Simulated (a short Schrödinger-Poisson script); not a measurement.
System: symmetric double-gate stack, Si3N4 on p-type Si(111), at 300 K.

| layer | material | thickness (nm) | Na (cm⁻³) |
|---|---|---|---|
| 1 | Si3N4 | 4.3 | - |
| 2 | Si | 6 | 3e15 |
| 3 | Si3N4 | 4.3 | - |

The device is made up for the run: typed textbook-type constants, with dimensions and the other settings drawn at random. Si3N4: permittivity 7.5, conduction-band edge (eV) 1.95, gap (eV) 5.1, electron mass (mₑ) 0.5. Si: permittivity 11.7, conduction-band edge (eV) 0, gap (eV) 1.124, Nv at 300 K (cm⁻³) 3.1e19.

Channel valleys (confinement mass, in-plane density-of-states mass, number): Δ6 0.258, 0.358, 6. At the gates, both at one voltage, the conduction-band edge of layer 1 lies 2.4 eV − eVg above the Fermi level of the channel. Gaps are held at their typed values at every temperature. Mesh 0.03 nm at interfaces.

From a short Schrödinger-Poisson script (our own, NumPy): 1D Poisson equation in equilibrium, electrons quantum, Hartree (BenDaniel-Duke, 12 states a valley, the channel's in-plane mass for all, wave functions free to enter the dielectric), parabolic valleys, classical holes, full ionisation, no traps, pinning or gate leakage.

Only gate voltages with over 1e8 electrons/cm² are shown.

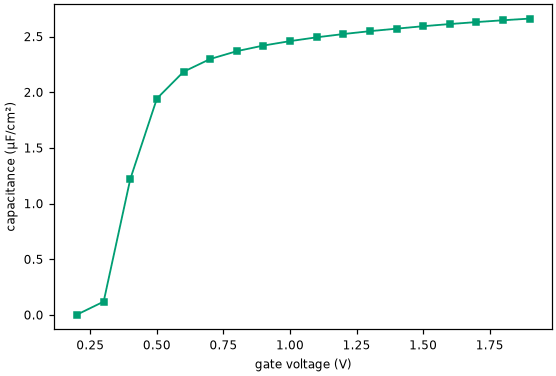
*Quasi-static capacitance against gate voltage*

| Vg (V) | electrons (cm⁻²) | C (μF/cm²) | Δ6 E0 (meV) | Δ6 E1 (meV) |
|---|---|---|---|---|
| 0.2 | 4.35e8 | < 0.003 | 282.0 | 377.8 |
| 0.3 | 1.98e10 | 0.119 | 183.3 | 279.0 |
| 0.4 | 3.83e11 | 1.22 | 106.5 | 201.1 |
| 0.5 | 1.41e12 | 1.94 | 72.4 | 163.7 |
| 0.6 | 2.71e12 | 2.18 | 54.9 | 142.3 |
| 0.7 | 4.11e12 | 2.30 | 43.6 | 126.9 |
| 0.8 | 5.57e12 | 2.37 | 35.2 | 114.6 |
| 0.9 | 7.06e12 | 2.42 | 28.5 | 104.1 |
| 1 | 8.59e12 | 2.46 | 22.9 | 94.9 |
| 1.1 | 1.01e13 | 2.49 | 18.2 | 86.7 |
| 1.2 | 1.17e13 | 2.52 | 14.0 | 79.3 |
| 1.3 | 1.33e13 | 2.55 | 10.3 | 72.6 |
| 1.4 | 1.49e13 | 2.57 | 7.0 | 66.4 |
| 1.5 | 1.65e13 | 2.59 | 4.0 | 60.8 |
| 1.6 | 1.81e13 | 2.61 | 1.2 | 55.5 |
| 1.7 | 1.97e13 | 2.63 | -1.3 | 50.7 |
| 1.8 | 2.14e13 | 2.65 | -3.7 | 46.1 |
| 1.9 | 2.31e13 | 2.66 | -5.9 | 41.9 |

Subbands count from the Fermi level. The capacitance is that of both gates.
